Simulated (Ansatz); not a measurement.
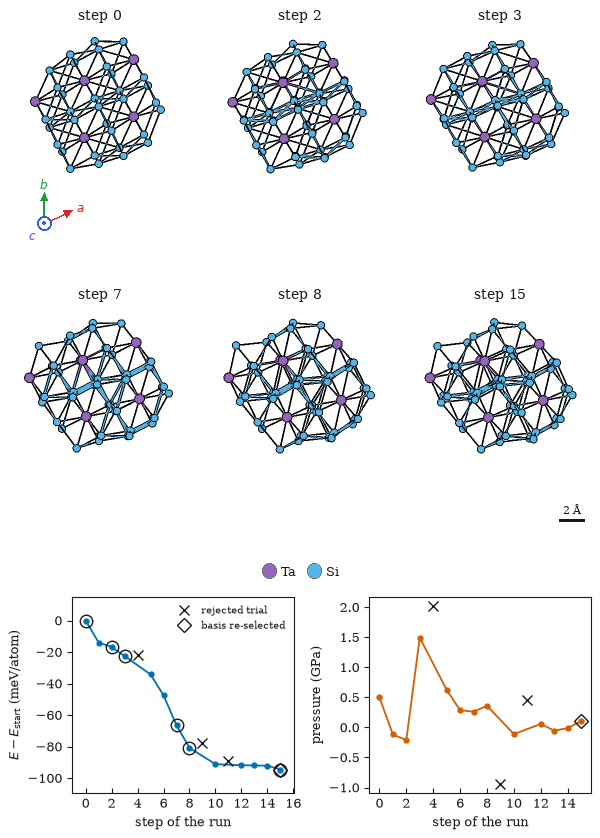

Frames of a relaxation of a crystal of TaSi6 (a generated structure, set up in P-1) (coarse preliminary run), marked on the history of the run. A ball-and-stick model of the atoms within 5.8 Å of the atom that moves most (axes of the cell of the calculation), seen along the c axis.

Computed with Ansatz, DFT PBE, scalar-relativistic, plane waves, PAW.

Input
```yaml
crystal:
  lattice:
    - [4.3392997773, 0.0, 0.0]
    - [1.8829942136, 4.3409819948, 0.0]
    - [0.4108509043, 1.1653565721, 5.6121878965]
  atoms:
    - { symbol: Ta, position: [0.0, 0.0, 0.0] }
    - { symbol: Si, position: [0.2894129205, 0.4376332006, 0.8691695977] }
    - { symbol: Si, position: [0.5489916039, 0.9199568322, 0.7170223963] }
    - { symbol: Si, position: [0.7928990622, 0.3888871898, 0.5911368638] }
    - { symbol: Si, position: [0.2071009378, 0.6111128102, 0.4088631362] }
    - { symbol: Si, position: [0.4510083961, 0.0800431678, 0.2829776037] }
    - { symbol: Si, position: [0.7105870795, 0.5623667994, 0.1308304023] }
basis:
  ecutwfc: 420
kpoints:
  mp_grid: { grid: [4, 4, 4] }
hamiltonian:
  xc: pbe
scf:
  occupations: { method: gaussian, width: 0.1 }
  lower_state_search: "off"
output:
  forces: true
  stress: true
  eigenvalues: true
relax:
  adjacent_minimum: "off"
  f_tol: 0.04
  max_steps: 70
  cell: { stress_tol: 0.4 }
```

Run as
```bash
ansatz run input.yaml --threads 1 --pin off --max-ram 2560MiB --backend cpu --events-out ev --progress --plain --runs-dir out
```

Describe the path.

The largest moves relative to the cell, 0.66 Å, are those of Si2 and Si7. Si2 goes along [−3 2 −2]. Ta stays in place. Cell: a 4.339 → 4.660 Å (+7.4 %), b 4.732 → 4.666 Å (−1.4 %), c 5.747 → 5.478 Å (−4.7 %), α 77.6° → 79.6°, β 85.9° → 80.9°, γ 66.6° → 75.8°. Volume +6.7 %. Some distances before and after: Si2–Si7 2.753 → 3.953 Å, Ta1–Si2 2.990 → 4.152 Å, Si2–Si6 2.565 → 3.141 Å, Si3–Si6 3.455 → 2.893 Å. Among the angles between lasting bonds that change: Ta1–Si4–Si2 70.3° → 107.7°, Si5–Si2–Si7 115.9° → 148.9°, Si4–Si2–Si7 172.9° → 140.0°. The space group stays P-1 (No. 2). Over 11 accepted moves (15 points after the start) the energy falls by 94.5 meV per atom. The largest force component goes from 0.23 to 0.0063 eV/Å. Pressure: 0.50 GPa at the start and 0.11 GPa at the end. The line search rejected the trial steps at points 4, 9, 11 of the run. The SCF was repeated once at an unchanged geometry on a basis and grid sized afresh for the cell, which shifted the energy by 2.4 meV per atom at most. From step 0 to 2: Si atoms move most (0.03 Å), volume +0.5 %, energy −16.8 meV per atom. From step 2 to 3: Si atoms move most (0.15 Å), volume +0.2 %, energy −5.8 meV per atom. From step 3 to 7: Si atoms move most (0.34 Å), volume +3.3 %, energy −43.9 meV per atom. From step 7 to 8: Si atoms move most (0.21 Å), volume +1.9 %, energy −14.3 meV per atom. From step 8 to 15: Si atoms move most (0.06 Å), volume +0.7 %, energy −13.7 meV per atom.

```json
{"step": "0", "E − E(0), meV/atom": "0.00", "largest force component, eV/Å": "0.2273", "pressure, GPa": "0.50", "volume, Å³/atom": "15.102", "note": ""}
{"step": "1", "E − E(0), meV/atom": "-13.93", "largest force component, eV/Å": "0.1558", "pressure, GPa": "-0.12", "volume, Å³/atom": "15.144", "note": ""}
{"step": "2", "E − E(0), meV/atom": "-16.78", "largest force component, eV/Å": "0.0757", "pressure, GPa": "-0.21", "volume, Å³/atom": "15.178", "note": ""}
{"step": "3", "E − E(0), meV/atom": "-22.56", "largest force component, eV/Å": "0.2148", "pressure, GPa": "1.49", "volume, Å³/atom": "15.208", "note": ""}
{"step": "4", "E − E(0), meV/atom": "-21.58", "largest force component, eV/Å": "0.3579", "pressure, GPa": "2.02", "volume, Å³/atom": "15.319", "note": "rejected"}
{"step": "5", "E − E(0), meV/atom": "-34.19", "largest force component, eV/Å": "0.2545", "pressure, GPa": "0.62", "volume, Å³/atom": "15.371", "note": ""}
{"step": "6", "E − E(0), meV/atom": "-47.45", "largest force component, eV/Å": "0.2776", "pressure, GPa": "0.29", "volume, Å³/atom": "15.517", "note": ""}
{"step": "7", "E − E(0), meV/atom": "-66.47", "largest force component, eV/Å": "0.3118", "pressure, GPa": "0.26", "volume, Å³/atom": "15.710", "note": ""}
{"step": "8", "E − E(0), meV/atom": "-80.81", "largest force component, eV/Å": "0.4655", "pressure, GPa": "0.36", "volume, Å³/atom": "16.005", "note": ""}
{"step": "9", "E − E(0), meV/atom": "-77.58", "largest force component, eV/Å": "0.3861", "pressure, GPa": "-0.95", "volume, Å³/atom": "16.282", "note": "rejected"}
{"step": "10", "E − E(0), meV/atom": "-91.14", "largest force component, eV/Å": "0.0587", "pressure, GPa": "-0.11", "volume, Å³/atom": "16.140", "note": ""}
{"step": "11", "E − E(0), meV/atom": "-89.11", "largest force component, eV/Å": "0.1135", "pressure, GPa": "0.45", "volume, Å³/atom": "16.014", "note": "rejected"}
{"step": "12", "E − E(0), meV/atom": "-91.83", "largest force component, eV/Å": "0.0362", "pressure, GPa": "0.06", "volume, Å³/atom": "16.125", "note": ""}
{"step": "13", "E − E(0), meV/atom": "-91.98", "largest force component, eV/Å": "0.0279", "pressure, GPa": "-0.05", "volume, Å³/atom": "16.111", "note": ""}
{"step": "14", "E − E(0), meV/atom": "-92.11", "largest force component, eV/Å": "0.0056", "pressure, GPa": "-0.01", "volume, Å³/atom": "16.111", "note": ""}
{"step": "15", "E − E(0), meV/atom": "-94.54", "largest force component, eV/Å": "0.0063", "pressure, GPa": "0.11", "volume, Å³/atom": "16.111", "note": "same geometry, new basis"}
```
